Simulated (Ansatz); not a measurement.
**A family of molecules: the HOMO–LUMO gap**

One atom is swapped for its congeners: SiH2F2 `F[SiH2]F`; SiH2ClF `F[SiH2]Cl`; SiH2IF `F[SiH2]I`. The Br member is missing. All are singlets with charge 0.

Shapes, held fixed at every level: PBE0-D4/def2-TZVP. Programs: Ansatz 0.2.0. Values in eV.

| level | SiH2F2 | SiH2ClF | SiH2IF |
| --- | --- | --- | --- |
| r2SCAN-D4/def2-TZVPP | 8.68 | 7.83 | 6.07 |
| B3LYP-D4/def2-TZVPP | 9.73 | 8.85 | 6.93 |
| BHLYP-D4/def2-TZVPP | 12.48 | 11.51 | 9.28 |
| PBE0-D4/def2-TZVPP | 10.19 | 9.32 | 7.41 |
| r2SCAN0-D4/def2-TZVPP | 10.77 | 9.83 | 7.83 |
| wB97M-V/def2-TZVPP | 14.19 | 13.35 | 11.34 |
| wB97X-V/def2-TZVPP | 14.75 | 13.84 | 11.73 |

At wB97X-V/def2-TZVPP the HOMO–LUMO gap falls at every step, from 14.75 to 11.73 eV. Every level shows the same order. For atoms past krypton def2 sets carry core potentials with scalar relativity. Orbital gaps aren't excitation energies, and the LUMO depends on the basis.

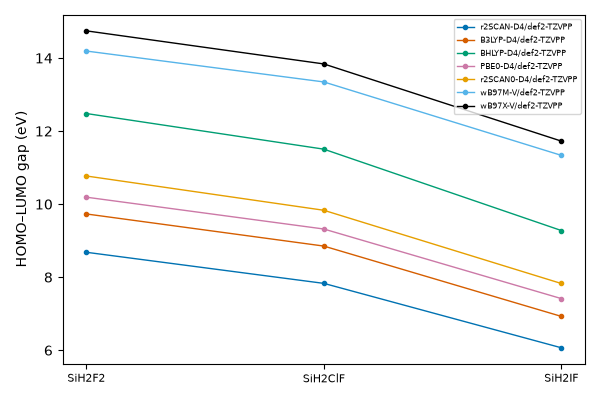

The trend along the series, level by level.
